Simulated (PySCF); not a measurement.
SMILES C=CC[Si](C)(F)CC=C (C₇H₁₃FSi) at its GFN2-xTB optimised geometry (Å):

```
22

C     -1.3144    -2.4976     1.0059
C     -0.7609    -1.3819     1.4441
C     -1.4045    -0.0375     1.3842
Si    -0.6600     1.0509     0.0000
C     -1.3751     2.8058     0.0000
F     -1.0929     0.3550    -1.4095
C      1.2502     1.0509     0.0000
C      1.8167     1.5808     1.2722
C      2.3739     2.7703     1.4086
H     -2.3029    -2.5059     0.5774
H     -0.8066    -3.4455     1.0552
H      0.2360    -1.4018     1.8654
H     -2.4738    -0.1537     1.2047
H     -1.2841     0.4655     2.3444
H     -2.4585     2.7963     0.0706
H     -1.1117     3.3249    -0.9165
H     -0.9928     3.3902     0.8306
H      1.6082     1.6490    -0.8388
H      1.5974     0.0279    -0.1557
H      1.7280     0.9256     2.1291
H      2.4738     3.4455     0.5745
H      2.7576     3.1183     2.3523
```

Level of theory: B3LYP/def2-SVP run with PySCF. Cells within 0.4 Å of a nucleus heavier than hydrogen are left out (blank, or x).

Map of the log10 of the electron density (e/bohr³), floored at −4 on the plane z = 1.0 Å:

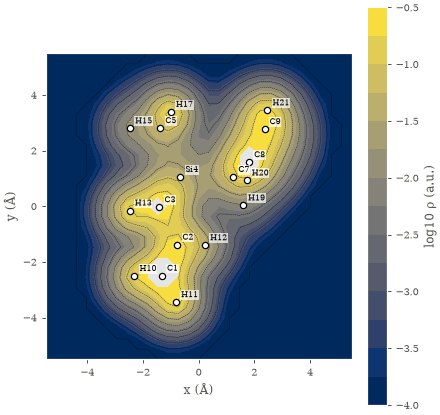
Figure. Log10 of the electron density (e/bohr³), floored at −4 on the plane z = 1.0 Å.
